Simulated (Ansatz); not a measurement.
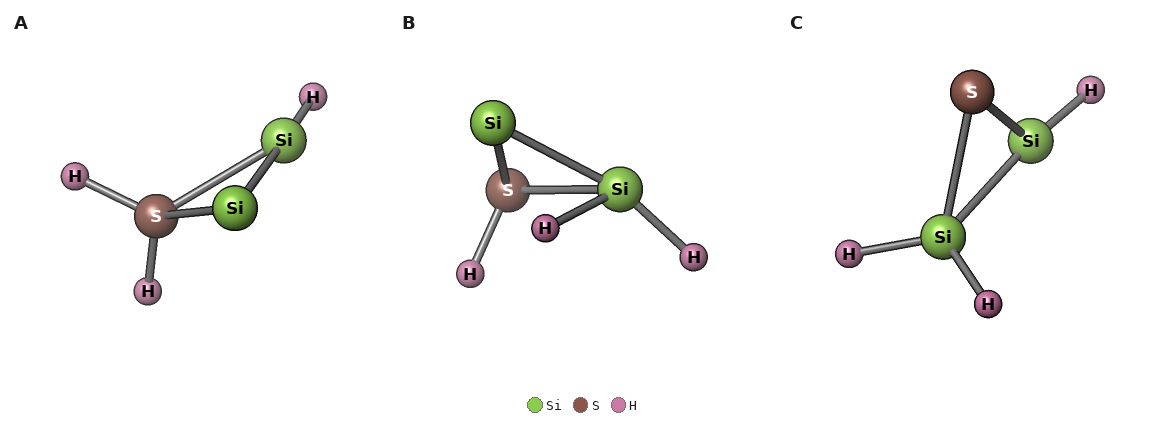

3 stationary structures of one formula. Charge +1, singlet. Geometries: PBE0-D4/def2-TZVP. Electronic energies: ωB97M-V/def2-TZVPP (Ansatz 0.2.0), without zero-point energy. No frequency run is at hand to confirm each as a minimum.

Rank them by energy, lowest first.

Answer. C is lowest (Cs); B lies 78.2 kJ/mol above it (C1), A lies 219.0 kJ/mol above it (Cs).
